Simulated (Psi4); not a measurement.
## AlH3: geometry relaxation (part 2 of 4)

AlH3; SVWN-RPA/cc-pVTZ, RKS (Psi4 1.11). The atoms were displaced at random from an optimised geometry.

Geometry of the input (Å):
```
Al 0.0431  0.0491  -0.0001
H  0.5937  0.6782  1.2362
H  -1.2817  -0.7323  0.0179
H  0.7854  0.1174  -1.4220
```

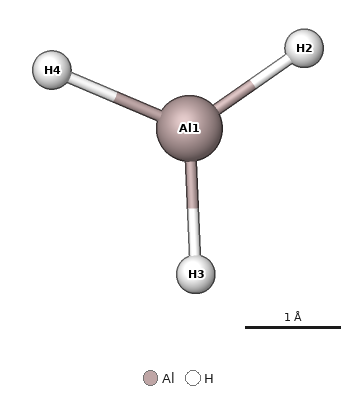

The starting structure (ball-and-stick view, seen at a tilt; atoms are numbered from 1 in the order of the input). Sticks mark near contacts.

## Log, continued
```
	----------------------------------------------------------------------------------------------~
	   Step    Total Energy     Delta E     Max Force     RMS Force      Max Disp      RMS Disp   ~
	----------------------------------------------------------------------------------------------~
	  Convergence Criteria     1.00e-06 *    3.00e-04 *             o    1.20e-03 *             o~
	----------------------------------------------------------------------------------------------~
	     1    -243.41416364   -2.43e+02      3.03e-02      1.15e-02 o    1.69e-01      6.80e-02 o  ~
	----------------------------------------------------------------------------------------------

Next Geometry in Ang
	Fragment 1 (Ang)

	   Al   0.0044770297  -0.0131929095  -0.0187776142
	    H   0.5876408622   0.6680036567   1.2843884950
	    H  -1.3733771759  -0.8062820787   0.0143035150
	    H   0.7535439030   0.0787259225  -1.4250918499

    Structure for next step:
    Molecular point group: c1
    Full point group: C1

    Geometry (in Angstrom), charge = 0, multiplicity = 1:

    AL           0.001532427400     0.000670890090     0.002353449151
    H            0.584696259974     0.681867456292     1.305519558325
    H           -1.376321778207    -0.792418279066     0.035434578358
    H            0.750599300764     0.092589722152    -1.403960786554

gradient() will perform analytic gradient computation.

  ==> Geometry <==

    Molecular point group: c1
    Full point group: C1

    Geometry (in Angstrom), charge = 0, multiplicity = 1:

       Center              X                  Y                   Z               Mass
    ------------   -----------------  -----------------  -----------------  -----------------
         AL           0.001532427400     0.000670890090     0.002353449151    26.981538530000
         H            0.584696259974     0.681867456292     1.305519558325     1.007825032230
         H           -1.376321778207    -0.792418279066     0.035434578358     1.007825032230
         H            0.750599300764     0.092589722152    -1.403960786554     1.007825032230

  Running in c1 symmetry.

  Rotational constants: A =      4.53703  B =      4.29844  C =      2.20733 [cm^-1]
  Rotational constants: A = 136016.86764  B = 128863.86668  C =  66174.13811 [MHz]
  Nuclear repulsion =   13.562169439285052

  Charge       = 0
  Multiplicity = 1
  Electrons    = 16
  Nalpha       = 8
  Nbeta        = 8

  ==> Algorithm <==

  SCF Algorithm Type is DF.
  DIIS enabled.
  MOM disabled.
  Fractional occupation disabled.
  Guess Type is READ.
  Energy threshold   = 1.00e-08
  Density threshold  = 1.00e-08
  Integral threshold = 1.00e-12

   => Molecular Quadrature <=

    Radial Scheme          =       TREUTLER
    Pruning Scheme         =           NONE
    Nuclear Scheme         =       TREUTLER

    Blocking Scheme        =         OCTREE
    BS radius alpha        =              1
    Pruning alpha          =              1
    Radial Points          =             75
    Spherical Points       =            302
    Total Points           =          87894
    Total Blocks           =            713
    Max Points             =            256
    Max Functions          =             76
    Weights Tolerance      =       1.00E-15

   => Loading Basis Set <=

    Name: CC-PVTZ
    Role: ORBITAL
    Keyword: BASIS

  Reading orbitals from file s0/job.molecule1.3446123.180.npy, no projection.

  ==> Integral Setup <==

  DFHelper Memory: AOs need 0.011 GiB; user supplied 1.074 GiB.
  SCF_SUBTYPE=INCORE selected. In-core MEM_DF algorithm will be used.
  Using in-core AOs.

   => Auxiliary Basis Set <=

  Basis Set: (CC-PVTZ AUX)
    Blend: CC-PVTZ-JKFIT
    Number of shells: 67
    Number of basis functions: 211
    Number of Cartesian functions: 250
    Spherical Harmonics?: true
    Max angular momentum: 4

  Cached 100.0% of DFT collocation blocks in 0.044 [GiB].

  Minimum eigenvalue in the overlap matrix is 3.4424287044E-03.
  Reciprocal condition number of the overlap matrix is 7.3930764975E-04.
    Using symmetric orthogonalization.

  ==> Pre-Iterations <==

  SCF Guess: Orbitals guess was supplied from a previous computation.

   -------------------------------------------------------
    Irrep   Nso     Nmo     Nalpha   Nbeta   Ndocc  Nsocc
   -------------------------------------------------------
     A         76      76       8       8       8       0
   -------------------------------------------------------
    Total      76      76       8       8       8       0
   -------------------------------------------------------

  ==> Iterations <==

                           Total Energy        Delta E     RMS |[F,P]|

   @DF-RKS iter   0:  -243.40542555922656   -2.43405e+02   1.44626e-03
   @DF-RKS iter   1:  -243.41765249266189   -1.22269e-02   1.45896e-04 DIIS/ADIIS
   @DF-RKS iter   2:  -243.41768657034265   -3.40777e-05   1.16223e-04 DIIS/ADIIS
   @DF-RKS iter   3:  -243.41777392486563   -8.73545e-05   1.14378e-05 DIIS
   @DF-RKS iter   4:  -243.41777441074510   -4.85879e-07   1.05829e-06 DIIS
   @DF-RKS iter   5:  -243.41777441688492   -6.13983e-09   1.81548e-07 DIIS
   @DF-RKS iter   6:  -243.41777441708228   -1.97360e-10   4.10800e-08 DIIS
   @DF-RKS iter   7:  -243.41777441709357   -1.12834e-11   3.89870e-09 DIIS
  Energy and wave function converged.

  ==> Post-Iterations <==

   Electrons on quadrature grid:
      Ntotal   =   15.9999987510 ; deviation = -1.249e-06

    Final Occupation by Irrep:
              A
    DOCC [     8 ]
    NA   [     8 ]
    NB   [     8 ]

  @DF-RKS Final Energy:  -243.41777441709357

   => Energetics <=

    Nuclear Repulsion Energy =             13.5621694392850518
    One-Electron Energy =                -365.5661630958375099
    Two-Electron Energy =                 127.4775469458309374
    DFT Exchange-Correlation Energy =     -18.8913277063720777
    Empirical Dispersion Energy =           0.0000000000000000
    VV10 Nonlocal Energy =                  0.0000000000000000
    Total Energy =                       -243.4177744170935682

Computation Completed

Properties will be evaluated at   0.000000,   0.000000,   0.000000 [a0]

Properties computed using the SCF density matrix

 Multipole Moments:

 ------------------------------------------------------------------------------------
     Multipole            Electronic (a.u.)      Nuclear  (a.u.)        Total (a.u.)
 ------------------------------------------------------------------------------------

 L = 1.  Multiply by 2.5417464519 to convert [e a0] to [Debye]
 Dipole X            :          0.0675039           -0.0398820            0.0276219
 Dipole Y            :          0.0315850           -0.0174602            0.0141248
 Dipole Z            :          0.1055007           -0.0612494            0.0442513
 Magnitude           :                                                    0.0540431

 ------------------------------------------------------------------------------------

	total time  =          3 seconds =       0.05 minutes

         ------------------------------------------------------------
                                   SCF GRAD
         ------------------------------------------------------------

  ==> Geometry <==

    Molecular point group: c1
    Full point group: C1

    Geometry (in Angstrom), charge = 0, multiplicity = 1:

       Center              X                  Y                   Z               Mass
    ------------   -----------------  -----------------  -----------------  -----------------
         AL           0.001532427400     0.000670890090     0.002353449151    26.981538530000
         H            0.584696259974     0.681867456292     1.305519558325     1.007825032230
         H           -1.376321778207    -0.792418279066     0.035434578358     1.007825032230
         H            0.750599300764     0.092589722152    -1.403960786554     1.007825032230

  Nuclear repulsion =   13.562169439285052

   => Molecular Quadrature <=

    Radial Scheme          =       TREUTLER
    Pruning Scheme         =           NONE
    Nuclear Scheme         =       TREUTLER

    Blocking Scheme        =         OCTREE
    BS radius alpha        =              1
    Pruning alpha          =              1
    Radial Points          =             75
    Spherical Points       =            302
    Total Points           =          87894
    Total Blocks           =            713
    Max Points             =            256
    Max Functions          =             76
    Weights Tolerance      =       1.00E-15

  -Total Gradient:
     Atom            X                  Y                   Z
    ------   -----------------  -----------------  -----------------
       1        0.001506711794     0.001368639483     0.004744844843
       2       -0.001246448026    -0.001003171518    -0.001977125027
       3        0.000812808790     0.000346235892    -0.001472470348
       4       -0.001069324578    -0.000708634139    -0.001290363605

	total time  =          1 seconds =       0.02 minutes

    			-----------------------------------------

    			 OPTKING 3.0: for geometry optimizations

    			        with contributions from

    			-----------------------------------------

	                            ===> Fragment 1 <==

	 Z (Atomic Numbers)          Masses                          Geom
	      13.000000            26.981539          0.00289587  0.00126780  0.00444737
	       1.000000             1.007825          1.10491580  1.28854275  2.46707442
	       1.000000             1.007825         -2.60087122 -1.49745352  0.06696165
	       1.000000             1.007825          1.41842711  0.17496922 -2.65310138

	 - Coordinate -           - BOHR/RAD -       - ANG/DEG -
	 R(1,2)           =         2.989324           1.581882
	 R(1,3)           =         3.004942           1.590147
	 R(1,4)           =         3.016035           1.596017
	 B(2,1,3)         =         2.114222         121.136010
	 B(2,1,4)         =         2.127120         121.874977
	 B(3,1,4)         =         2.041745         116.983384
	 O(2,1,3,4)       =        -0.012660          -0.725336
	 O(3,1,2,4)       =         0.013285           0.761157
	 O(4,1,2,3)       =        -0.013180          -0.755163

	        --- Internal Coordinate Step in ANG or DEG, aJ/ANG or AJ/DEG ---
	-------------------------------------------------------------------------------
	           Coordinate      Previous         Force          Change          New
	           ----------      --------        ------          ------        ------
	               R(1,2)       1.58188        0.02078        0.01250       1.59439
	               R(1,3)       1.59015        0.00747        0.00573       1.59587
	               R(1,4)       1.59602       -0.00490       -0.00308       1.59294
	             B(2,1,3)     121.13601       -0.00009       -0.80611     120.32990
	             B(2,1,4)     121.87498       -0.00015       -1.15942     120.71556
	             B(3,1,4)     116.98338        0.00024        0.96721     117.95059
	           O(2,1,3,4)      -0.72534        0.00001       10.52954       9.80420
	           O(3,1,2,4)       0.76116       -0.00002      -10.83771     -10.07655
	           O(4,1,2,3)      -0.75516        0.00002       10.79139      10.03623
	-------------------------------------------------------------------------------

	                                 ==> Convergence Check <==

	Measures of convergence in internal coordinates in au.

	Criteria marked as inactive (o), active & met (*), and active & unmet ( ).

	----------------------------------------------------------------------------------------------
	   Step    Total Energy     Delta E     Max Force     RMS Force      Max Disp      RMS Disp
	----------------------------------------------------------------------------------------------
	  Convergence Criteria     1.00e-06 *    3.00e-04 *             o    1.20e-03 *             o
	----------------------------------------------------------------------------------------------
	     2    -243.41777442   -3.61e-03      3.17e-03      1.60e-03 o    1.89e-01      1.09e-01 o  ~
	----------------------------------------------------------------------------------------------

Next Geometry in Ang
	Fragment 1 (Ang)

	   Al  -0.0388134169   0.0592955053  -0.0225125554
	    H   0.6002266846   0.6612114709   1.3084237300
	    H  -1.3716644192  -0.8155689931   0.0477048206
	    H   0.7707573614   0.0777718063  -1.3942691959

    Structure for next step:
    Molecular point group: c1
    Full point group: C1

    Geometry (in Angstrom), charge = 0, multiplicity = 1:

    AL          -0.003888206941     0.008547354402    -0.000987403431
    H            0.635151894535     0.610463319989     1.329948881920
    H           -1.336739209268    -0.866317144029     0.069229972537
    H            0.805682571389     0.027023655348    -1.372744043993

gradient() will perform analytic gradient computation.

  ==> Geometry <==

    Molecular point group: c1
    Full point group: C1

    Geometry (in Angstrom), charge = 0, multiplicity = 1:

       Center              X                  Y                   Z               Mass
    ------------   -----------------  -----------------  -----------------  -----------------
         AL          -0.003888206941     0.008547354402    -0.000987403431    26.981538530000
         H            0.635151894535     0.610463319989     1.329948881920     1.007825032230
         H           -1.336739209268    -0.866317144029     0.069229972537     1.007825032230
         H            0.805682571389     0.027023655348    -1.372744043993     1.007825032230

  Running in c1 symmetry.

  Rotational constants: A =      4.45252  B =      4.29977  C =      2.20073 [cm^-1]
  Rotational constants: A = 133483.31570  B = 128903.85640  C =  65976.29788 [MHz]
  Nuclear repulsion =   13.519896735056422

  Charge       = 0
  Multiplicity = 1
  Electrons    = 16
  Nalpha       = 8
  Nbeta        = 8

   => Molecular Quadrature <=

    Radial Scheme          =       TREUTLER
    Pruning Scheme         =           NONE
    Nuclear Scheme         =       TREUTLER

    Blocking Scheme        =         OCTREE
    BS radius alpha        =              1
    Pruning alpha          =              1
    Radial Points          =             75
    Spherical Points       =            302
    Total Points           =          87833
    Total Blocks           =            716
    Max Points             =            256
    Max Functions          =             76
    Weights Tolerance      =       1.00E-15

   => Auxiliary Basis Set <=

  Basis Set: (CC-PVTZ AUX)
    Blend: CC-PVTZ-JKFIT
    Number of shells: 67
    Number of basis functions: 211
    Number of Cartesian functions: 250
    Spherical Harmonics?: true
    Max angular momentum: 4

  Cached 100.0% of DFT collocation blocks in 0.044 [GiB].

  Minimum eigenvalue in the overlap matrix is 3.5156003046E-03.
  Reciprocal condition number of the overlap matrix is 7.5627821166E-04.
    Using symmetric orthogonalization.

  ==> Iterations <==
```
